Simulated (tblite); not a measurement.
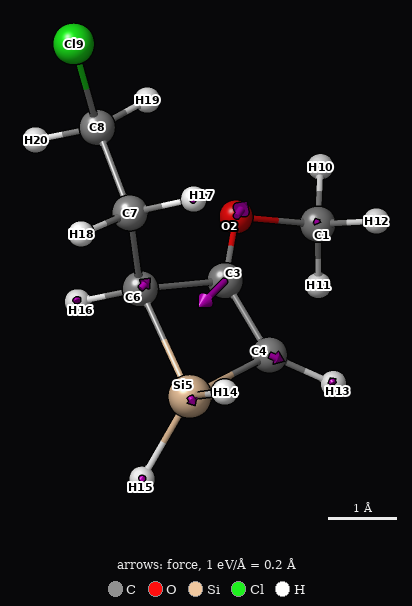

Starting geometry of C6H11ClOSi with the computed forces as purple arrows. A ball-and-stick model, seen from a free direction.

Theory: GFN2-xTB geometry optimisation, gas phase (tblite). 

> What follows when this structure is relaxed?

It isn't relaxed: the largest force vector, on C3, is 4.11 eV/Å. The final displacements have little in common with the starting forces (cosine between the two patterns 0.25). The atom that moves furthest after the best rigid fit is Cl9 (0.27 Å). By element the largest moves are Cl 0.27 Å, H 0.20 Å, C 0.13 Å, Si 0.10 Å, O 0.10 Å. Among the contacts that change: C3–C6 1.597 → 1.508 Å, O2–C3 1.288 → 1.344 Å, Si5–C6 1.892 → 1.939 Å, C1–O2 1.435 → 1.411 Å. Bond angles that change, for instance: Si5–C4–H13 129.4° → 137.9°, C4–C3–C6 98.9° → 106.0°, H14–Si5–H15 117.5° → 111.5°. After 65 geometry steps the energy has fallen by 35.0 kJ/mol.
